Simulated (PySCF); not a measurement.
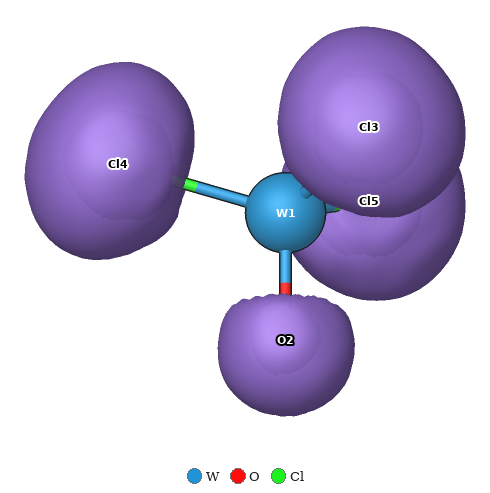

*Cl3OW (charge +1). Isosurface of the ELF at 0.75 (purple), seen from one side. Only the valence region is drawn (cores and ρ < 0.01 e/Å³ removed).*

Core potentials replace the inner electrons of W.

Theory: PySCF 2.14.0, RKS PBE0, W def2-SVP with ECP60, O def2-SVP, Cl def2-SVP; non-relativistic Hamiltonian with scalar-relativistic core potentials where named; density fitting.

```csv
atom,x (Å),y (Å),z (Å)
W,0.0554,0.0000,0.0782
O,1.2520,0.0000,1.2280
Cl,0.3313,1.8237,-1.1175
Cl,-1.8579,0.0000,1.1604
Cl,0.3313,-1.8237,-1.1175
```

Question: Describe the localisation domains.

Answer: The surface consists of three regions wrapped around Cl (the valence shell of each) and one region wrapped around O (its valence shell). Along the contacts the grid gives the following. W–O (1.66 Å): the ELF peaks at about 0.80 in the valence shell of O, 0.5 Å from its nucleus, and drops to about 0.40 between the two atoms. W–Cl (2.20 Å): the ELF peaks at about 0.80 in the valence shell of Cl, 0.8 Å from its nucleus, and is about 0.45 at the midpoint.
